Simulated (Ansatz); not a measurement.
```xyz
11

C    -0.1647   -0.3240    2.4899
C     0.7932   -0.2397    1.2989
Cl    2.8806    1.6740    3.0860
F     2.9764    1.3167   -0.0394
Ge    1.7804    1.4398    1.2278
H     0.3758   -0.2088    3.4420
H    -0.6824   -1.2959    2.5112
H    -0.9387    0.4598    2.4489
H     1.5531   -1.0368    1.3335
H     0.2621   -0.3421    0.3377
H     1.0027    2.7401    0.9650
```

Geometry: B3LYP-D3(BJ)/def2-SVP.

The calculation used isolated molecule in a Gaussian basis; Kohn-Sham density functional theory, functional PBE0 (Ansatz).

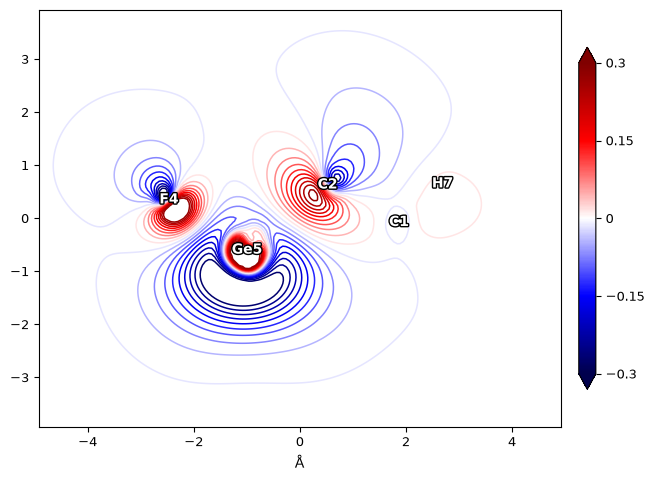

C2H6ClFGe. The LUMO on the plane of atoms C2, Ge5 and F4 (values in Å⁻³ᐟ²; the overall sign is arbitrary).

Question: What is the character of this orbital?

Answer: It lies mainly on Ge5 (about 40 %), Cl3 (about 35 %) and H11 (about 10 %). Its energy is −0.25 eV.
